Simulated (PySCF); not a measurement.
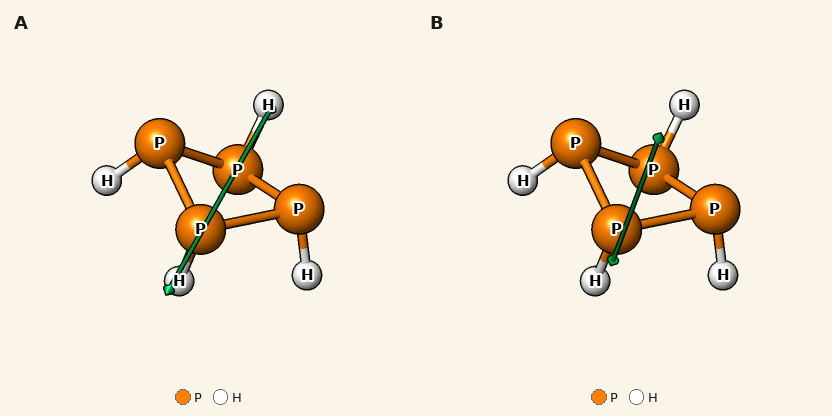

The double arrows show the directions of two transition dipoles from the ground state (lengths mean nothing). The computed structure is the end point of a GFN2-xTB optimisation. No frequency run is at hand to confirm it as a minimum. Level of theory: TDDFT CAM-B3LYP/def2-SVPD, vertical, gas phase, core orbitals frozen in the response (PySCF 2.14.0).

One belongs to singlet state 5 and one to singlet state 7. Which is which?

Answer. A: state 7, 5.50 eV (225 nm), oscillator strength 0.047, mainly HOMO−2 → LUMO+1 (weight 0.85).
B: state 5, 5.12 eV (242 nm), oscillator strength 0.015, mainly HOMO−1 → LUMO (weight 0.83).

The geometry is semi-empirical. Around P such bond lengths and angles can be off by a tenth of an ångström or more and by several degrees, and values that hang on the shape move with them.
